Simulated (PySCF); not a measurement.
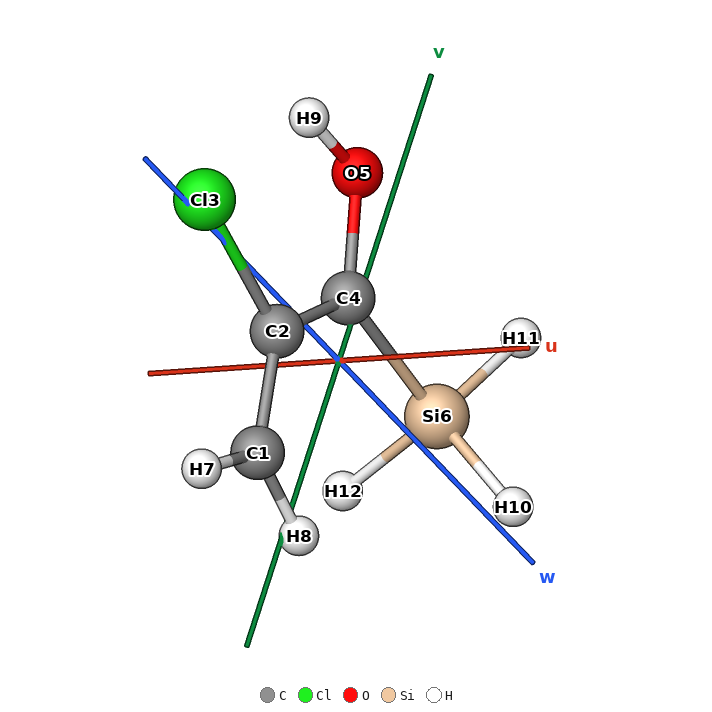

The lines u, v and w are the principal axes of the g tensor. The species is neutral and a spin doublet. Computed geometry: GFN2-xTB optimisation. No frequency run is at hand to confirm it as a minimum. Level of theory: UKS B3LYP, pcH-1 on C Cl H O Si, non-relativistic, mean-field spin-orbit, GIAO (PySCF 2.14.0).

### Along which axis does g lie farthest from the free-electron value?

Along w (nearly parallel to the C4–Si6 bond): the shift is 1363 ppm.

Give the principal values and shifts.

| axis | g | shift (ppm) |
| --- | --- | --- |
| u | 2.00220 | −123 |
| v | 2.00264 | 325 |
| w | 2.00368 | 1363 |

The geometry is semi-empirical. Around Si such bond lengths and angles can be off by a tenth of an ångström or more and by several degrees, and values that hang on the shape move with them.
